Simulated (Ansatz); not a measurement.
# linear Pd chain under tension and compression, part 3 of 3

Wanted: energy, moment and open channels of the linear Pd chain from 12 % compression to 30 % stretch.

Ansatz 0.2.0; DFT PBE, plane waves, PAW; relaxation of a chain's period (the session's first sound run).

So far, conductance of the lead as this run defines it (G₀): step 3 (At a set period, period over the relaxed period 0.88 …) 4.00; step 6 (period over the relaxed period 1, k-mesh 1×1×34) 3.98; step 7 (period over the relaxed period 1.04, k-mesh 1×1×32) 2.52; step 8 (period over the relaxed period 1.08, k-mesh 1×1×31) 2.50; step 9 (period over the relaxed period 1.13, k-mesh 1×1×30) 2.50. Also absolute moment (μB): step 2 (relaxing the period) 0.270; step 7 0.700; step 8 0.709; step 9 0.699.

## 10. The chain at a fixed length, period over the relaxed period 1.2, k-mesh 1×1×28

Level of this step: DFT PBE, plane waves, PAW; channels and complex bands of a perfect chain (Ansatz).

The period is set to 1.2 times the relaxed one: longer bonds narrow the bands.

The cell differs from the one that the last finished run ended in (c 2.732 → 2.902 Å).

input.yaml

```yaml
crystal:
  lattice:
    - [7.5, 0.0, 0.0]
    - [0.0, 7.5, 0.0]
    - [0.0, 0.0, 2.9015379498]
  atoms:
    - { symbol: Pd, position: [0.5, 0.5, 0.0], spin: 0.24 }
magnetization:
  spin_polarized: true
kpoints:
  mp_grid: { grid: [1, 1, 28] }
scf:
  occupations: { method: fermi_dirac, width: 0.05 }
hamiltonian:
  xc: pbe
output:
  transmission:
    e_range: [-2, 2]
    de: 0.035
    kmesh: [1, 1]
    reduced_basis: true
    leads: [[0, 0]]
  stress: true
```

Command:

```bash
$ ansatz run input.yaml --threads 4 --pin off --max-ram 8192MiB --backend cpu --events-out ev --progress --plain --runs-dir out
```

Numbers of over 12 decimals in the logs are rounded to 6 here.

What it wrote:

```text
[...]
Crystal: 1 atoms, lattice volume = 163.212 Å³
Basis set: ecut = 420 eV, 3209 PW (Γ)
Bands: 14, of which v1, the nominal top of the filled ones, is band 9 counted from 1 (8 counted from 0)
Symmetry: 16 space group operations
[...]
k-points: 15 of 28
[...]
Starting moments: Σ|m| = 0.24 μB on 1 of 1 site
[...]
--- Transmission ---
  basis      : 497 plane waves across, 4 finite elements along
  points     : 1, standing for a mesh of 1 x 1
[...]
crystal 0  : Pd1, at the sites [0, 0], period 2.9015 Å: whole cells are its period
[...]
filled         : 4.9 meV under the level at which it is neutral
    channels       : 1.000000e0 up, 4.000000e0 down
[...]
[key lines of the parts left out:]
SCF converged after 22 iterations
Magnetization: 0.7000 μB (9.3500 up, 8.6500 down)
Free energy (F): -6970.018819 eV
Fermi energy:    -2.726507 eV
P = ⅓ Tr σ = -1.0106 GPa (-10.106 kbar)
```

Wall time 13 s (4 threads of Arm Neoverse V2, shared host); peak memory 0.4 GiB; 47 s of CPU time.

At the computed energy nearest the Fermi level there are 1 spin-up and 4 spin-down channels, and the thermal average gives 2.34 G₀. The change of length costs 0.363 eV a cell and leaves an absolute moment of 0.70 μB a cell.

For the conductance of the lead as this run defines it, step 3 gave 4.00 G₀; this run, with period over the relaxed period 1.2 and k-mesh 1×1×28, gives 2.34 G₀ (-42 %).

## 11. The chain at a fixed length, period over the relaxed period 1.3, k-mesh 1×1×26

The period is set to 1.3 times the relaxed one: longer bonds narrow the bands.

The cell differs from the one that the last finished run ended in (c 2.902 → 3.143 Å).

Edit input.yaml of step 10 so:

```diff
@@ -4,3 +4,3 @@
     - [0.0, 7.5, 0.0]
-    - [0.0, 0.0, 2.9015379498]
+    - [0.0, 0.0, 3.143332779]
   atoms:
@@ -10,3 +10,3 @@
 kpoints:
-  mp_grid: { grid: [1, 1, 28] }
+  mp_grid: { grid: [1, 1, 26] }
 scf:
```

What it wrote:

```text
[...]
Crystal: 1 atoms, lattice volume = 176.812 Å³
Basis set: ecut = 420 eV, 3483 PW (Γ)
Bands: 14, of which v1, the nominal top of the filled ones, is band 9 counted from 1 (8 counted from 0)
Symmetry: 16 space group operations
[...]
k-points: 14 of 26
[...]
Starting moments: Σ|m| = 0.24 μB on 1 of 1 site
[...]
--- Transmission ---
  basis      : 497 plane waves across, 4 finite elements along
  points     : 1, standing for a mesh of 1 x 1
[...]
crystal 0  : Pd1, at the sites [0, 0], period 3.1433 Å: whole cells are its period
[...]
filled         : 10.8 meV over the level at which it is neutral
    channels       : 1.000000e0 up, 1.000000e0 down
[...]
[key lines of the parts left out:]
SCF converged after 21 iterations
Magnetization: 0.6390 μB (9.3195 up, 8.6805 down)
Free energy (F): -6969.793935 eV
Fermi energy:    -2.729707 eV
P = ⅓ Tr σ = -0.8602 GPa (-8.602 kbar)
```

Run time: 14 s. Hardware: 4 threads; peak memory 0.4 GiB; 49 s of CPU time.

The open channels of the lead by energy, zero at the Fermi level:

```csv
energy (eV),spin up,spin down
-2.0000,0,0
-1.7550,1,0
-1.5100,1,1
-1.2650,1,1
-0.9850,3,1
-0.7400,3,3
-0.4950,5,3
-0.2500,1,5
-0.0050,1,1
0.2400,1,1
0.4850,1,1
0.7650,1,1
1.0100,1,1
1.2550,1,1
1.5000,1,1
1.7450,1,1
```

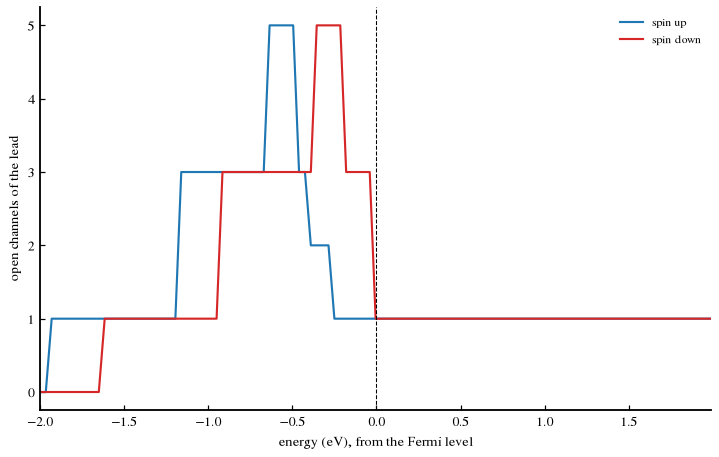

Open channels of the lead against energy.

At the computed energy nearest the Fermi level there are 1 spin-up and 1 spin-down channels, and the thermal average gives 1.43 G₀. The change of length costs 0.589 eV a cell and leaves an absolute moment of 0.64 μB a cell.

## 12. Side by side

Times are for 4 threads of Arm Neoverse V2, shared host. The series side by side:

```csv
no.,period over the relaxed period,conductance of the lead as this run defines it (G₀),absolute moment (μB),energy at zero smearing less the lowest (eV),time,memory (GiB)
1,0.88,4.000,0,0.5249,17 s,0.42
2,0.92,4.000,0,0.1866,16 s,0.42
3,0.96,4.000,0,0.03645,15 s,0.4
4,1,3.981,0.1849,0,16 s,0.4
5,1.04,2.517,0.6998,0.01509,25 s,0.47
6,1.08,2.500,0.7086,0.07555,22 s,0.45
7,1.13,2.498,0.6991,0.1875,23 s,0.44
8,1.2,2.337,0.7015,0.3630,13 s,0.4
9,1.3,1.435,0.6410,0.5887,14 s,0.4
```

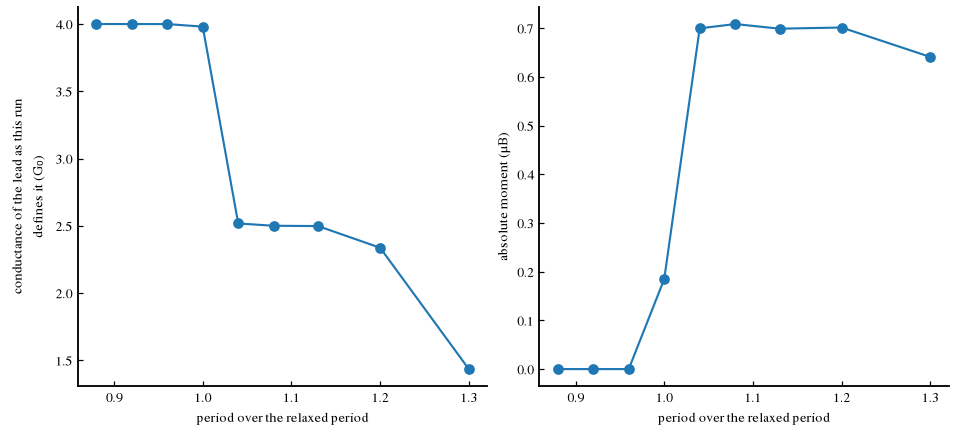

The series as plots.

## 13. Summary of results

| Property | Result |
| --- | --- |
| relaxed cell length | 2.418 Å |
| conductance at period × 0.88 | 4.00 G₀ |
| conductance at period × 1.0 | 3.98 G₀ |
| conductance at period × 1.13 | 2.50 G₀ |
| conductance at period × 1.3 | 1.43 G₀ |
| absolute moment at period × 0.88 | 0 μB |
| absolute moment at period × 1.0 | 0.185 μB |
| absolute moment at period × 1.3 | 0.641 μB |

In these runs no moment survives at the shortest period, and one is present from a factor of 1.0 on: longer bonds narrow the bands, which favours exchange splitting. The conductance goes from 4.00 G₀ at the shortest period to 1.43 G₀ at the longest, while the magnetic state changes too. Transport is coherent and elastic here: the atoms are frozen, so scattering by vibrations plays no part. No search over magnetic orders was made; another may lie lower. For the perfect chain only parallel moments were started; its antiparallel and spiral orders were not tested. Conductances of a perfect chain off the multiples of half a G0 come from band edges within the thermal window; the square box also splits pairs of bands that an isolated chain keeps degenerate, which moves such edges. The lead's cell of one atom keeps the chain straight and evenly spaced; a zigzag or dimerised form may lie lower.

[Logs are printed without paths, hosts, clocks, repeated set-up lines and the standing remarks that a program may print on its own settings, such as how far it seeks lower states.]

[Hosts, paths, dates, database ids (printed as entryN), source tags and the programs' standing remarks are cut or masked in the printed files.]
